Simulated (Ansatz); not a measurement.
**Br₂Si: density, localisation and related maps**

Input

```
crystal:
  periodic: [false, false, false]
  atoms:
    - {symbol: Si, position_ang: [0.005032, -0.006941, -0.947802]}
    - {symbol: Br, position_ang: [1.768626, -0.019571, 0.483275]}
    - {symbol: Br, position_ang: [-1.773658, 0.026511, 0.464537]}
basis:
  gaussian: {orbitals: def2-TZVP, initial_orbitals: start.molden}
hamiltonian: {xc: pbe0, dispersion: d4}
scf: {omitted_lower_state_checks: [starts]}
output: {orbitals: {seedname: orbitals}}
```

Command:

```sh
ansatz run in.yaml --threads 4 --pin off --events-out ev --progress --plain --max-ram 3916MiB
```

Geometry: PBE-D4/def2-TZVP.

Method: RKS PBE0-D4/def2-TZVP in Ansatz 0.2.0.

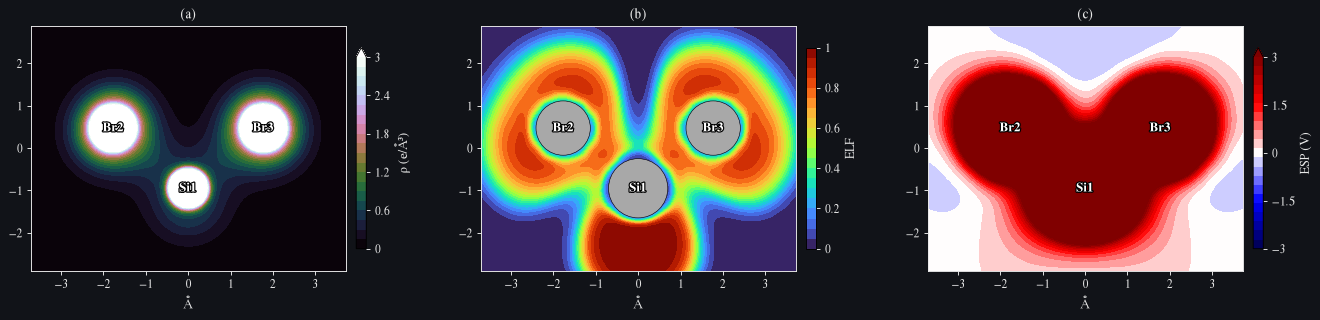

Figure 1. (a) electron density; (b) electron localisation function; (c) molecular electrostatic potential on the molecular plane. Grey discs cover the atomic cores in the ELF map.

Question: What does the map show?

Answer:
- Atoms in the plane: Si and Br.
- Si–Br (2.27 Å): the density is about 0.71 e/Å³ at the midpoint, with its minimum of 0.56 e/Å³ about 0.8 Å from Si; the ELF peaks at about 0.80 between the atoms, as expected for a shared but strongly polarised pair.
- The ELF also peaks beside Si1, Br2 and Br3, away from the bonds: lone-pair regions.
- Outside the dense part of the molecule the potential is most negative (−0.4 V) near Br2 and Br3.

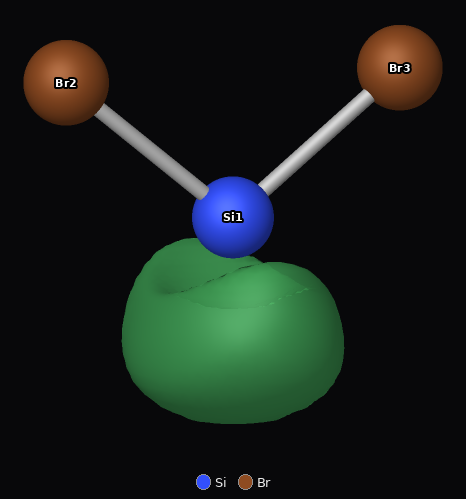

Figure 2. Isosurface of the electron localisation function at 0.9 (green), seen at a tilt. Core shells and regions of very low density are left out.

Question: Identify the bonds, lone pairs and shells in this picture.

Answer: The surface consists of one lobe on Si, pointing away from the bonds (lone pairs).

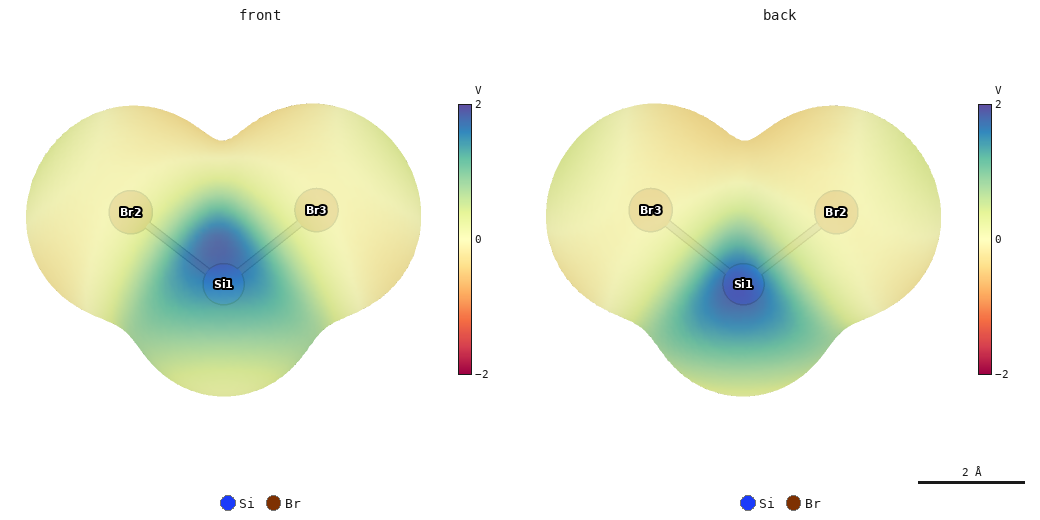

Figure 3. The electrostatic potential painted on the density surface at 0.002 e/bohr³, seen from the front and from behind; red is negative and blue positive.

Question: Which sites attract a positive test charge, and which a negative one?

Answer: A positive charge is drawn to the negative regions and a negative charge to the positive ones. The most negative region (about −0.3 V, or −7 kcal/mol for a unit charge) lies over Br2 and Br3, the most positive (about +1.8 V, or +42 kcal/mol for a unit charge) over Si1. Br2 shows a σ-hole: about +0.3 V, or +7 kcal/mol for a unit charge at the tip opposite its bond, against about −0.1 V on its flanks. Br3 shows a σ-hole: about +0.4 V, or +9 kcal/mol for a unit charge at the tip opposite its bond, against about −0.1 V on its flanks.
